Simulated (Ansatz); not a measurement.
# BClO (boron chloride oxide) at B3LYP/STO-3G

Aim: the vertical singlet–triplet gap of BClO (boron chloride oxide) at B3LYP/STO-3G, from 2 runs. 

Program for the calculation: Ansatz 0.2.0.

61 further runs of the same task are left out: 15 that didn't finish, 46 set aside as unsound or not needed.

## 1. The structure to begin with

BClO: 3 atoms, total charge 0, spin state singlet. As SMILES, `O=BCl`. Geometry: relaxed at GFN2-xTB.

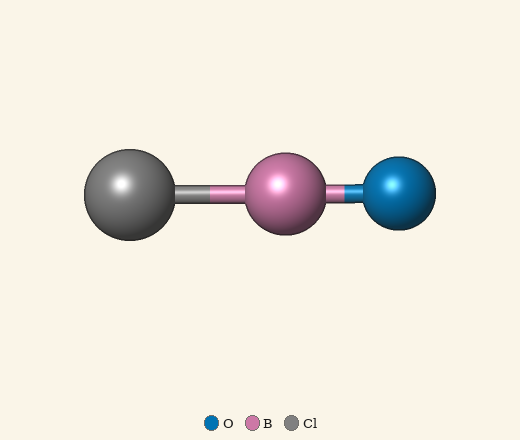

The structure, seen from a chosen angle (oxygen blue, boron pink, chlorine grey).

## 2. A single-point energy at B3LYP/STO-3G

File in.yaml:

```yaml
crystal:
  periodic: [false, false, false]
  atoms:
    - {symbol: O, position_ang: [1.019560, 0.606200, 0.626990]}
    - {symbol: B, position_ang: [0.113080, 0.066620, 0.069470]}
    - {symbol: Cl, position_ang: [-1.132640, -0.672810, -0.696460]}
basis:
  gaussian:
    orbitals: STO-3G
hamiltonian:
  xc: {name: B3LYP}
accuracy: high
```

The run is started by

```console
ansatz run in.yaml --threads 1 --pin off --max-ram 2610MiB --events-out events.jsonl --progress --plain --runs-dir runs
```

What it wrote:

```text
Warning: RAYON_NUM_THREADS=1 ignored (pool sized by the plan → 1); use --threads N
Functional definition: B3LYP
  name "B3LYP"
  parameter a0 = 0.2
  parameter ax = 0.72
  parameter ac = 0.81
  exchange = (1 - a0 - ax)*slater_x + ax*b88_x + a0*exact_x
  correlation = (1 - ac)*vwn_rpa_c + ac*lyp_c
323 factors; integrals over basis functions are off by at most 2.9e-8 eV
mean field evaluation 1: about -15071.8505 eV, gradient 2.8e1 eV
mean field evaluation 2: about -15057.5268 eV, gradient 8.5e1 eV
mean field evaluation 4: about -15074.3332 eV, gradient 1.9e0 eV
mean field evaluation 8: about -15074.3190 eV, gradient 2.1e-2 eV
mean field evaluation 16: about -15074.3190 eV, gradient 3.8e-8 eV
mean field -15074.31900464 eV, -553.9710056801 hartree, gradient 3.7e-8 eV, S^2 0.000000; 0 other end points of the search recorded, 0 dependent functions left out
reference -15074.31902631 eV, -553.9710064765 hartree; 15, 15 occupied and 4, 4 virtual orbitals, 323 factors
Total energy: -15074.31902631 eV, -553.9710064765 hartree
```

Run time: 0.87 s. Hardware: 1 thread of Arm Neoverse V1, shared host.

## 3. The triplet

Edit in.yaml of step 2 so:

```diff
@@ -9,4 +9,7 @@
     orbitals: STO-3G
+magnetization:
+  spin_polarized: true
+  initial_magnetization: 2
+accuracy: high
 hamiltonian:
   xc: {name: B3LYP}
-accuracy: high
```

The run is started by

```console
ansatz run in.yaml --threads 1 --pin off --max-ram 2610MiB --events-out events.jsonl --progress --plain --runs-dir runs
```

What it wrote, shortened:

```text
Warning: RAYON_NUM_THREADS=1 ignored (pool sized by the plan → 1); use --threads N
Functional definition: B3LYP
  name "B3LYP"
[...]
323 factors; integrals over basis functions are off by at most 2.9e-8 eV
[...]
mean field -15066.30502599 eV, -553.6764973969 hartree, gradient 8.4e-8 eV, S^2 2.002546; 4 other end points of the search recorded, 0 dependent functions left out
reference -15066.30504750 eV, -553.6764981871 hartree; 16, 14 occupied and 3, 5 virtual orbitals, 323 factors
Total energy: -15066.30504750 eV, -553.6764981871 hartree
```

Wall time 33 s (1 thread of Arm Neoverse V1, shared host); peak memory 0.12 GiB.

## 4. Results

Level: B3LYP/STO-3G.

```
                                        quantity          value
                           singlet: total energy  -553.97101 Eh
                           triplet: total energy  -553.67650 Eh
                                   triplet: ⟨S²⟩          2.003
vertical energy of the triplet above the singlet       8.014 eV
```

At this shape the triplet lies 8.01 eV (773 kJ/mol) above the singlet. In a minimal basis such a difference can be off by several eV, whatever the method.
